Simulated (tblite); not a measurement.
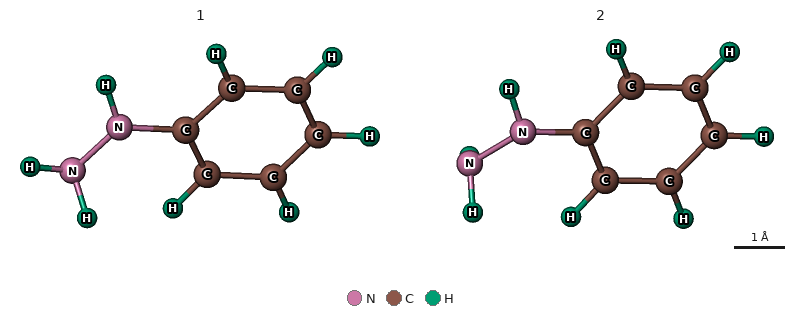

Two geometries of C₆H₈N₂, drawn at one scale. One is the start of a relaxation, the other its converged end. The picture is a ball-and-stick view, seen from a free direction.

These are results of GFN2-xTB geometry optimisation, gas phase (tblite 0.8.0), not measurements. 

### Which one is relaxed?

Structure 2 is the relaxed one. The energy falls by 8.60 kcal/mol in 137 geometry steps. An H atom moves most after the best rigid fit: 1.66 Å. By element the largest moves are H 1.66 Å, N 0.29 Å, C 0.26 Å. Some distances before and after: C–N 1.424 → 1.382 Å, C–C 1.401 → 1.382 Å, C–H 1.096 → 1.079 Å, N–N 1.393 → 1.406 Å. Among the angles between lasting bonds that change: N–N–H 120.8° → 111.8°, H–N–H 103.8° → 108.2°. Groups turn about N–N by about 105°.
